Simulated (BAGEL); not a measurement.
**BBrClF (bromochlorofluoroborane) at HF/STO-3G (density fitting with qzvpp-jkfit)**

What is the vertical ionisation energy of BBrClF (bromochlorofluoroborane) at HF/STO-3G (density fitting with qzvpp-jkfit)? 

The results are computed with BAGEL 1.2.2.

4 further runs of the same task are left out: 3 that didn't finish, 1 set aside as unsound or not needed.

## 1. The system as given

BBrClF: 4 atoms, total charge 0, spin state singlet. SMILES: `FB(Cl)Br`. The shape is that of a PBE0-D4/def2-TZVP optimisation.

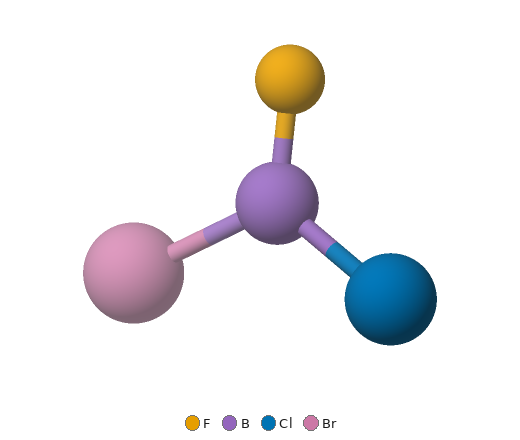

Viewed from a chosen angle; fluorine amber, boron purple, chlorine blue, bromine pink.

## 2. A single-point energy at HF/STO-3G (density fitting with qzvpp-jkfit)

File calc.json:

```json
{ "bagel": [

{
  "title": "molecule",
  "basis": "sto-3g",
  "df_basis": "qzvpp-jkfit",
  "angstrom": true,
  "geometry": [
    { "atom": "F", "xyz": [   -0.037800,   -1.335000,   -0.542400 ] },
    { "atom": "B", "xyz": [    0.000500,   -0.136300,   -0.018100 ] },
    { "atom": "Cl", "xyz": [   -0.369900,    0.071000,    1.666000 ] },
    { "atom": "Br", "xyz": [    0.462600,    1.340100,   -1.125800 ] }
  ]
},
{ "title": "hf" },
{ "title": "print", "file": "orbitals.molden", "orbitals": true }

]}
```

Run with:

```
$ BAGEL_NUM_THREADS=1 BAGEL calc.json > calc.out
```

Output:

```text
* using 1 threads per process

  ===============================================================
  ===============================================================

  *** Geometry ***

  { "atom" : "F", "xyz" : [     -0.071432,     -2.522784,     -1.024987 ] },
  { "atom" : "B", "xyz" : [      0.000945,     -0.257570,     -0.034204 ] },
  { "atom" : "Cl", "xyz" : [     -0.699010,      0.134171,      3.148284 ] },
  { "atom" : "Br", "xyz" : [      0.874187,      2.532422,     -2.127454 ] },

  Number of auxiliary basis functions:      546

  Since a DF basis is specified, we compute 2- and 3-index integrals:
    o Being stored without compression. Storage requirement is 0.006 GB

  Number of basis functions:       37
  Number of electrons      :       66

    * METHOD: MOLECULE                             0.19

  *** RHF ***

  === Nuclear Repulsion ===
   282.4158234519

      * DIIS with orbital gradients will be used.

  === RHF iteration (sto-3g) ===
      0      -3121.68149649          0.01578271           0.04
      1      -3121.79100434          0.00550173           0.04
      2      -3121.80265766          0.00054509           0.04
      3      -3121.80287821          0.00007960           0.04
      4      -3121.80288483          0.00002012           0.04
      5      -3121.80288531          0.00000437           0.04
      6      -3121.80288534          0.00000120           0.04
      7      -3121.80288534          0.00000031           0.04
      8      -3121.80288534          0.00000008           0.04
      9      -3121.80288534          0.00000002           0.04
     10      -3121.80288534          0.00000001           0.04
    * SCF iteration converged.

    * Permanent dipole moment:
           (   -0.042005,     0.284648,     0.340537) a.u.

    * METHOD: HF                                   0.56

    * METHOD: PRINT                                0.00

  ===============================================================
```

Wall time 0.92 s (1 thread of Arm Neoverse V2, shared host).

## 3. The doublet cation at the same level

File hf.json:

```json
{ "bagel" : [

{
  "title" : "molecule",
  "basis" : "sto-3g",
  "df_basis" : "qzvpp-jkfit",
  "angstrom" : "true",
  "geometry" : [
    { "atom" : "F", "xyz" : [      -0.037800,      -1.335000,      -0.542400 ] },
    { "atom" : "B", "xyz" : [       0.000500,      -0.136300,      -0.018100 ] },
    { "atom" : "Cl", "xyz" : [      -0.369900,       0.071000,       1.666000 ] },
    { "atom" : "Br", "xyz" : [       0.462600,       1.340100,      -1.125800 ] }
  ]
},

{ "title" : "uhf", "charge" : 1, "nopen" : 1 },

{ "title" : "print", "file" : "orbitals.molden", "orbitals" : "true" }

]}
```

Run with:

```
$ BAGEL_NUM_THREADS=1 BAGEL hf.json > hf.out
```

Output:

```text
* using 1 threads per process

  ===============================================================
  ===============================================================

  *** Geometry ***

  { "atom" : "F", "xyz" : [     -0.071432,     -2.522784,     -1.024987 ] },
  { "atom" : "B", "xyz" : [      0.000945,     -0.257570,     -0.034204 ] },
  { "atom" : "Cl", "xyz" : [     -0.699010,      0.134171,      3.148284 ] },
  { "atom" : "Br", "xyz" : [      0.874187,      2.532422,     -2.127454 ] },

  Number of auxiliary basis functions:      546

  Since a DF basis is specified, we compute 2- and 3-index integrals:
    o Being stored without compression. Storage requirement is 0.006 GB

  Number of basis functions:       37
  Number of electrons      :       66

    * METHOD: MOLECULE                             0.19

  *** Open-shell HF ***

  === Nuclear Repulsion ===
   282.4158234519

      * DIIS with orbital gradients will be used.

  === UHF iteration (sto-3g) ===
      0      -3121.33942602          0.03282639           0.08
      1      -3121.46144522          0.01333287           0.08
      2      -3121.47634929          0.00508176           0.08
      3      -3121.47887604          0.00056637           0.07
      4      -3121.47907918          0.00012715           0.08
      5      -3121.47909835          0.00004219           0.08
      6      -3121.47910111          0.00002024           0.08
      7      -3121.47910169          0.00001424           0.08
      8      -3121.47910205          0.00000644           0.08
      9      -3121.47910211          0.00000196           0.08
     10      -3121.47910212          0.00000063           0.07
     11      -3121.47910212          0.00000022           0.08
     12      -3121.47910212          0.00000005           0.08
     13      -3121.47910212          0.00000002           0.07
     14      -3121.47910212          0.00000001           0.07
     15      -3121.47910212          0.00000001           0.07
    * SCF iteration converged.

    * S^2 (UHF) is 0.7521

    * Permanent dipole moment:
           (   -0.336703,    -0.492395,     1.141163) a.u.

    * METHOD: UHF                                  1.34

    * METHOD: PRINT                                0.00

  ===============================================================
```

It took 1.7 s on 1 thread of Arm Neoverse V2, shared host.

## 4. Outcome

Level: HF/STO-3G (density fitting with qzvpp-jkfit).

| quantity | value |
| --- | --- |
| singlet BBrClF: total energy | -3121.80289 Eh |
| singlet BBrClF: dipole moment | 1.13 D |
| singlet BBrClF: HOMO energy | -9.47 eV |
| singlet BBrClF: LUMO energy | 6.14 eV |
| singlet BBrClF: HOMO–LUMO gap | 15.61 eV |
| doublet cation: total energy | -3121.47910 Eh |
| doublet cation: ⟨S²⟩ | 0.752 |
| vertical ionisation energy (to the doublet cation) | 8.811 eV |

What this shows: The vertical ionisation energy comes to 8.81 eV (203 kcal/mol). The negative HOMO energy of the first species, 9.47 eV, lies 0.66 eV above that difference. In a minimal basis such a difference can be off by several eV, whatever the method.
